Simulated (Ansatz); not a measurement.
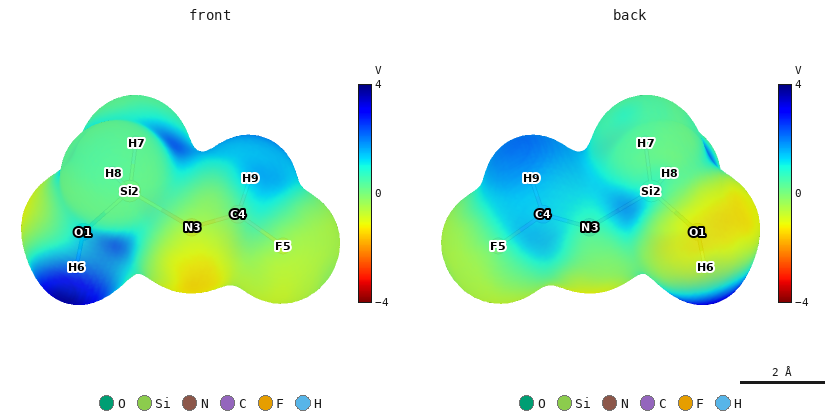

CH$_{4}$FNOSi (SMILES O[SiH2]N=CF). The molecular electrostatic potential painted on the density surface at 0.004 e/bohr³, seen from the front and from behind; red is negative and blue positive.

Geometry: PBE0-D4/def2-TZVP.

Computed with Ansatz, RKS PBE0-D4/def2-TZVPP.

```xyz
9

O    -1.0082    1.1636    1.4820
Si   -0.2458   -0.1768    0.9347
N    -0.2207   -0.1607   -0.7977
C     0.7771   -0.2093   -1.5217
F     0.6741   -0.1779   -2.8534
H    -1.8857    1.3466    1.1422
H     1.1147   -0.1282    1.5271
H    -0.9514   -1.4235    1.3175
H     1.8345   -0.2801   -1.2477
```

### Describe the electrostatic potential map.

The most negative region (about −1.4 V, or −32 kcal/mol for a unit charge) lies over O1 and N3, the most positive (about +3.6 V, or +83 kcal/mol for a unit charge) over H6.
